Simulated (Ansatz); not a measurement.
Input

```
basis:
  gaussian:
    orbitals: def2-TZVPD
crystal:
  periodic: [false, false, false]
  atoms:
    - {symbol: Al, position_ang: [-1.829112, 0.485796, 1.727639]}
    - {symbol: F, position_ang: [-2.979779, 0.430751, 2.945145]}
    - {symbol: F, position_ang: [-2.196325, 1.407765, 0.376395]}
    - {symbol: Si, position_ang: [0.242927, -0.704682, 1.773672]}
    - {symbol: Si, position_ang: [1.537465, 0.979739, 1.168738]}
    - {symbol: H, position_ang: [0.688616, -1.198788, 3.125806]}
    - {symbol: H, position_ang: [2.995091, 1.151459, 1.488386]}
    - {symbol: H, position_ang: [1.169091, 1.788770, -0.037655]}
total_charge: 0
hamiltonian:
  xc: pbe0
output: {forces: true, orbitals: {seedname: orbitals}}
```

Run with:

```sh
ansatz run input.yaml --threads 1 --pin off --max-ram 2610MiB --events-out events.jsonl --progress --plain --runs-dir runs
```

Geometry: BLYP-D3(BJ)/def2-SVP.

The calculation used isolated molecule in a Gaussian basis; Kohn-Sham density functional theory, functional PBE0 (Ansatz 0.2.0).

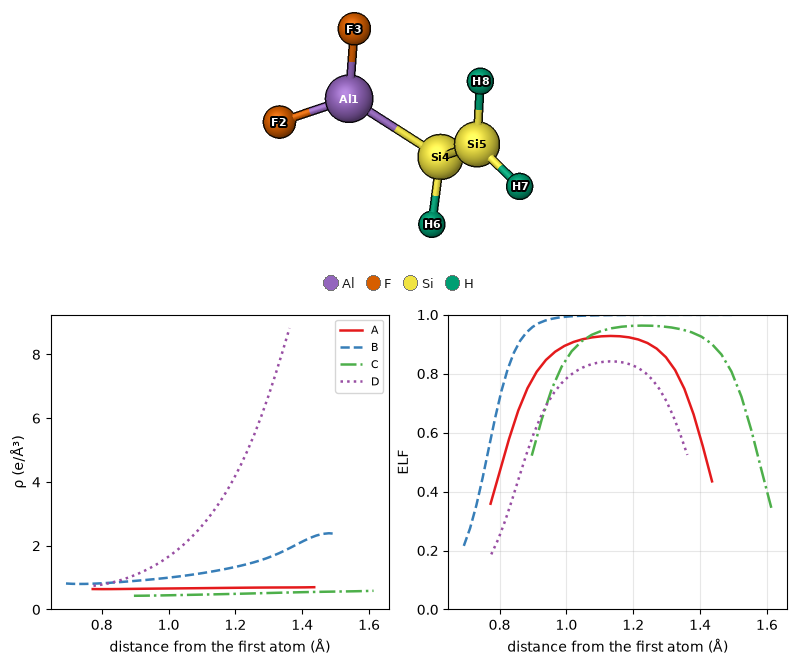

AlF2H3Si2 (SMILES [F][Al]([F])[SiH]=[SiH2]). Electron density and ELF along straight lines between neighbouring atoms. The curves leave out the atomic cores. The structure is drawn too.

Which curve belongs to which contact (Al–F, Al–Si, Si–H and Si–Si)? The first atom named is at distance zero.

Curve A: Si–Si (2.21 Å): ρ is about 0.67 e/Å³ halfway; the ELF peaks at about 0.95 between the atoms; a shared electron pair. Curve B: Si–H (1.50 Å): the density is about 0.8 e/Å³ at the midpoint; the ELF climbs to about 1 towards the hydrogen, as it does in any bond to H. Curve C: Al–Si (2.39 Å): ρ at the midpoint is about 0.49 e/Å³; the ELF peaks at about 0.95 between the atoms (a shared electron pair). Curve D: Al–F (1.68 Å): ρ is about 0.87 e/Å³ halfway; the ELF peaks at about 0.85 in the valence shell of F, 0.5 Å from its nucleus, and is about 0.35 at the midpoint.
